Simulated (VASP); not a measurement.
Data:

```yaml
crystal:
  lattice:
    - [3.83339, 0.00000, 0.00000]
    - [0.00000, 3.83339, 0.00000]
    - [0.00000, 0.00000, 3.83339]
  atoms:
    - { symbol: Sr, position: [0.00000, 0.00000, 0.00000] }
    - { symbol: V, position: [0.50000, 0.50000, 0.50000] }
    - { symbol: O, position: [0.50000, 0.00000, 0.50000] }
    - { symbol: O, position: [0.00000, 0.50000, 0.50000] }
    - { symbol: O, position: [0.50000, 0.50000, 0.00000] }
```

All values below come from r2SCAN meta-GGA, VASP's PBE PAW potentials (set 64) (plane waves; VASP 6.6.1). Run with 520 eV cut-off, 9×9×9 Γ-centred mesh, tetrahedra with Blöchl corrections, potentials Sr_sv V_sv O.

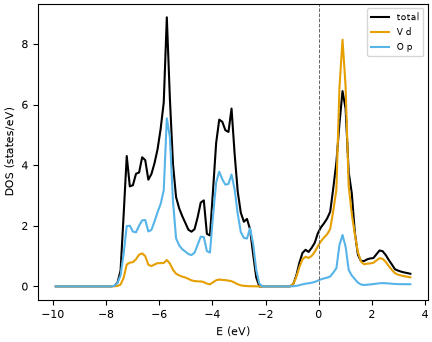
Figure. Total and projected density of states, zero at the Fermi level

Within 2 eV below the Fermi level the largest weight inside VASP's projection spheres is V d.

It has no gap at this level: it comes out as a metal or semimetal.

The compound is SrVO3 in the cubic perovskite structure. It was relaxed first. The run is not spin-polarised, so no magnetic state was tried. The electron count is odd and the run is not spin-polarised, which forces a metal.
